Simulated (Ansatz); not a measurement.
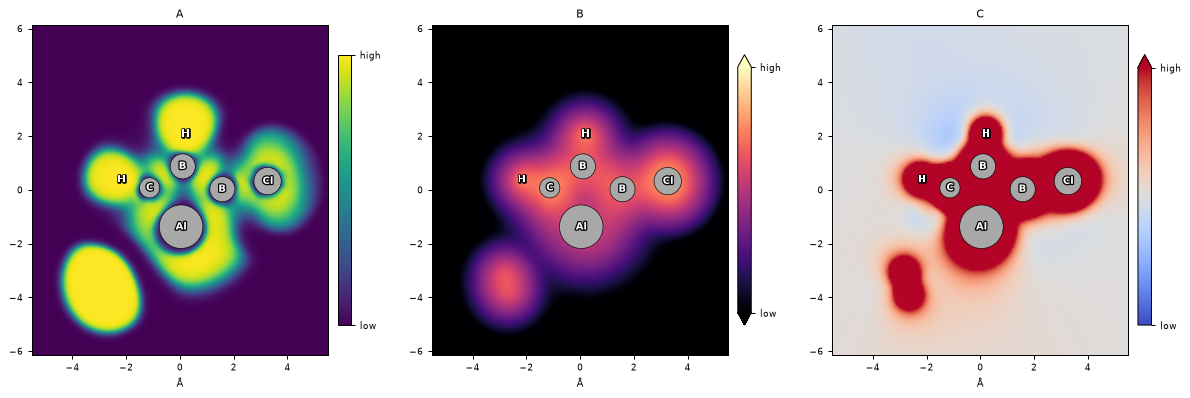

CH₄AlB₂Cl: 3 fields on the plane of atoms B3, Al5 and C4, with unlabelled colour scales. Grey discs cover the atomic cores.

At this geometry the atoms fall into two loosely joined parts.

All numbers below come from RKS CAM-B3LYP-D4/def2-SVP (Ansatz).

The panels show electron density, electron localisation function and electrostatic potential in some order. Assign them.

Panel A: electron localisation function. Panel B: electron density. Panel C: electrostatic potential (strongly positive close to the atoms, with negative regions outside electron-rich atoms). From the grid: C–B (1.47 Å): ρ is about 1.6 e/Å³ halfway; the ELF peaks at about 0.95 between the atoms: a covalent bond. B–B (1.70 Å): the density is about 0.99 e/Å³ at the midpoint; the ELF peaks at about 0.95 between the atoms: a covalent bond.
